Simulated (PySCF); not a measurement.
**Run report: C4H11BO2Si, NMR shielding calculation**

C4H11BO2Si, computed with GIAO mPW1PW91/pcSseg-1 NMR shielding, non-relativistic, IEF-PCM cyclohexane (PySCF 2.14.0).

The geometry comes from this level: GFN2-xTB. Figures and captions count atoms from 1; the log counts them from 0 in places.

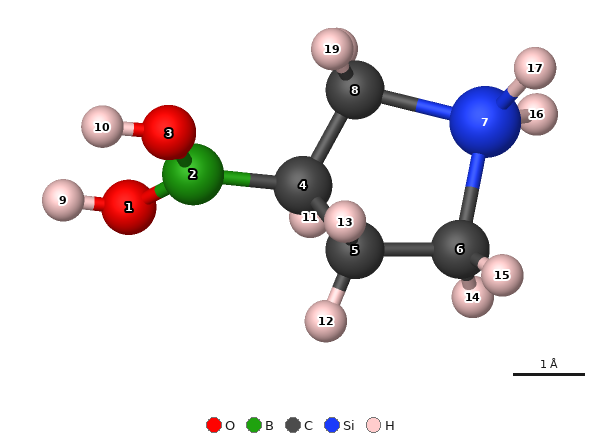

**Figure 1.** The input geometry (ball-and-stick view, seen at a tilt; atoms are numbered from 1 in the order of the input). Bond lengths as drawn: B–C 1.60 Å, B–O 1.36 Å, C–C 1.53 to 1.54 Å, C–H 1.09 Å, C–Si 1.90 Å, H–O 0.96 Å and H–Si 1.47 Å.

The input:
```
{"job": {"xc": "mPW1PW91", "basis": "pcSseg-1", "solvent": "cyclohexane", "kind": "nmr", "pop": false}, "charge": 0, "multiplicity": 1}
O      2.949789    -0.541578     0.515239
B      1.954272     0.222081     0.000866
O      2.181370     1.388680    -0.652769
C      0.444810    -0.279966     0.173796
C     -0.232025    -0.587166    -1.170004
C     -1.695834    -0.948001    -0.904813
Si    -2.224831     0.242837     0.482981
C     -0.440162     0.760488     0.888099
H      3.850216    -0.230470     0.405391
H      3.092565     1.670574    -0.744516
H      0.433834    -1.200933     0.765329
H      0.290455    -1.392680    -1.691103
H     -0.180472     0.305764    -1.795827
H     -1.760441    -1.984123    -0.570132
H     -2.284977    -0.874592    -1.817394
H     -2.903579    -0.441170     1.589947
H     -3.056391     1.355277     0.009701
H     -0.206348     0.795559     1.950581
H     -0.222056     1.748669     0.482879
```

The first line tells a small driver script what to run in PySCF; the rest is the geometry in Å.

Machine: 1 CPU thread, shared host.

Run as:
```bash
OMP_NUM_THREADS=1 python <driver script> task.json out
```

Output:
```
coarse grid: 16048 points
cycle   1  E = -623.6116918553  dE =  9.654e-01  |g| = 9.349e-01  |ddm| = 3.816e+00
cycle   2  E = -623.4948946217  dE =  1.168e-01  |g| = 1.234e+00  |ddm| = 1.519e+00
cycle   3  E = -623.7796347484  dE = -2.847e-01  |g| = 5.492e-02  |ddm| = 8.942e-01
cycle   4  E = -623.7801303322  dE = -4.956e-04  |g| = 2.295e-02  |ddm| = 5.729e-02
cycle   5  E = -623.7802412605  dE = -1.109e-04  |g| = 7.913e-03  |ddm| = 2.686e-02
cycle   6  E = -623.7802562081  dE = -1.495e-05  |g| = 1.678e-03  |ddm| = 8.394e-03
cycle   7  E = -623.7802568553  dE = -6.471e-07  |g| = 2.952e-04  |ddm| = 1.775e-03
final grid: 149480 points
cycle   8  E = -623.8463937715  dE = -5.952e-05  |g| = 5.851e-03  |ddm| = 2.918e-02
cycle   9  E = -623.8463877010  dE =  6.070e-06  |g| = 7.830e-03  |ddm| = 1.183e-02
cycle  10  E = -623.8464022850  dE = -1.458e-05  |g| = 4.294e-04  |ddm| = 6.563e-03
cycle  11  E = -623.8464023172  dE = -3.214e-08  |g| = 1.973e-04  |ddm| = 5.836e-04
cycle  12  E = -623.8464023243  dE = -7.094e-09  |g| = 6.199e-05  |ddm| = 1.884e-04
cycle  13  E = -623.8464023250  dE = -6.783e-10  |g| = 1.720e-05  |ddm| = 5.154e-05
```

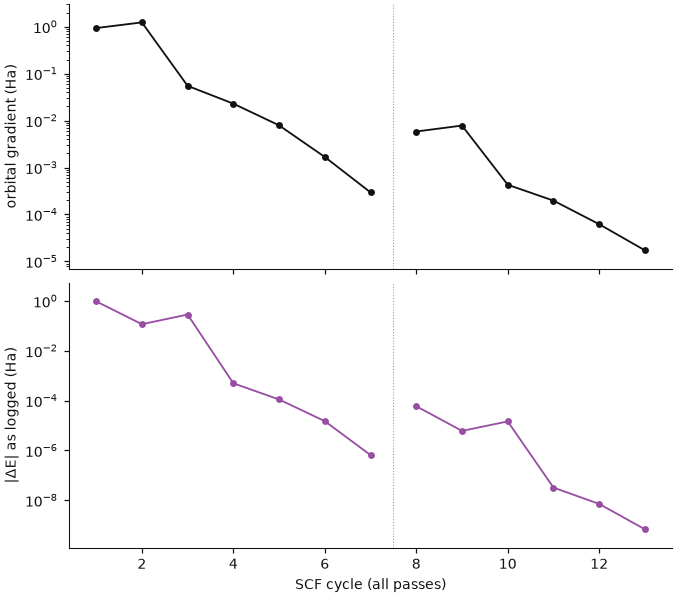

**Figure 2.** Convergence of the self-consistent field: orbital gradient and size of the energy change against the SCF cycle. The dotted line marks the change from a coarse to the final integration grid. The first 7 cycles use a coarse grid, the final grid takes over at cycle 8, and the field converges after 13 cycles in all.

```
converged SCF energy = -623.8464023250

GIAO shielding tensors (ppm)
atom      isotropic    diamagn.    paramagn.     s11        s22        s33       span
  0 O      214.330     384.834    -170.504    128.226    254.246    260.518    132.292
  1 B       70.420     195.081    -124.660     49.124     70.085     92.052     42.928
  2 O      222.788     387.904    -165.115    134.062    263.291    271.013    136.951
  3 C      154.178     254.249    -100.071    138.497    154.214    169.823     31.326
  4 C      151.184     249.580     -98.396    127.743    156.004    169.804     42.061
  5 C      173.834     251.438     -77.604    155.759    167.490    198.253     42.495
  6 Si     378.496     879.772    -501.276    320.377    383.715    431.396    111.019
  7 C      172.740     251.669     -78.929    155.709    164.749    197.763     42.054
  8 H       27.895      29.339      -1.444     22.076     22.608     39.002     16.926
  9 H       28.072      29.952      -1.880     22.244     22.756     39.216     16.972
 10 H       31.024      34.813      -3.788     27.665     28.494     36.914      9.248
 11 H       29.720      31.709      -1.989     23.698     29.027     36.435     12.737
 12 H       30.625      32.861      -2.236     25.174     30.278     36.424     11.251
 13 H       31.005      30.572       0.433     25.979     28.065     38.972     12.993
 14 H       30.673      29.303       1.371     25.612     27.651     38.757     13.144
 15 H       27.676      28.910      -1.235     24.254     24.857     33.917      9.662
 16 H       27.651      28.849      -1.198     24.271     24.884     33.798      9.527
 17 H       30.784      31.197      -0.413     25.566     28.511     38.274     12.709
 18 H       30.947      32.020      -1.073     25.091     30.122     37.628     12.537
```

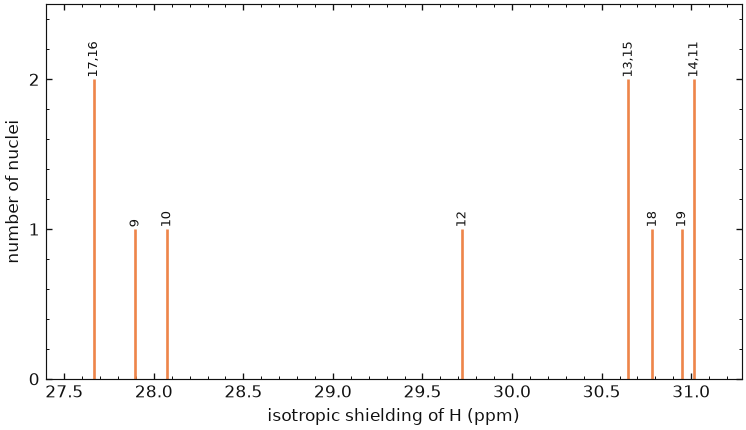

**Figure 3.** Isotropic shieldings of the hydrogen nuclei in this fixed geometry, labelled by atom number; shielding grows to the right, so chemical shift grows to the left. The least shielded is H17 (27.7 ppm), the most shielded H11 (31.0 ppm).

Key numbers:

- outcome: converged
- total energy: −623.846402 hartree
- HOMO: −7.71 eV
- LUMO: 0.83 eV
- dipole moment: 3.44 D
- isotropic shielding, O: 214.3 to 222.8 ppm
- isotropic shielding, B: 70.4 ppm
- isotropic shielding, C: 151.2 to 173.8 ppm
- isotropic shielding, Si: 378.5 ppm
- isotropic shielding, H: 27.7 to 31.0 ppm
- wall time: 29 s
- peak memory: 1.1 GiB
